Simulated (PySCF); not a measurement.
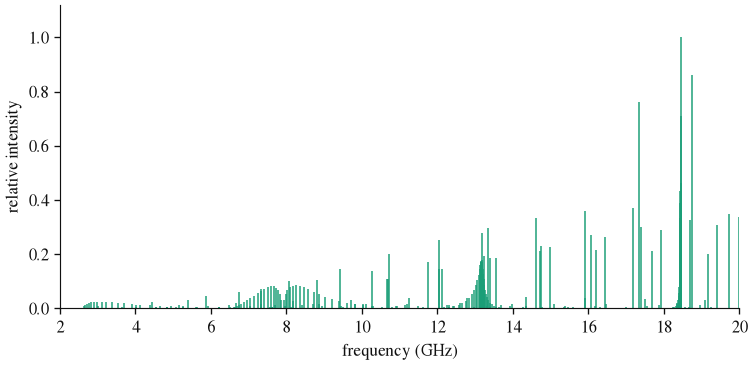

Simulated rotational absorption lines between 2 and 20 GHz at 3 K: rigid rotor with the equilibrium constants and dipole of one optimised conformer (PBE0-D3(BJ)/def2-SVP, PySCF), commonest isotopes; no centrifugal distortion, hyperfine structure, internal rotation or nuclear-spin weights; lines within 1 MHz of each other are summed.

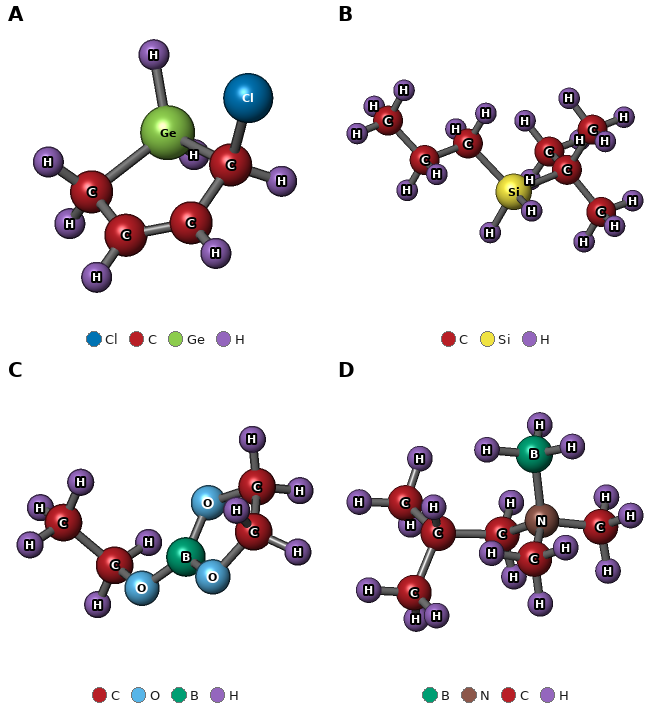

> Which molecule gives this spectrum? Choose among the lettered structures.

Structure B, C₇H₁₈Si, SMILES CCC[SiH2]C(C)(C)C. Rotational constants A, B, C = 3.330, 0.7074, 0.6831 GHz, |μa|, |μb|, |μc| = 0.02, 0.73, 0.00 D.

Note: coarse grid, loose stop and no frequency check, small forces are noise and the end may be a saddle.
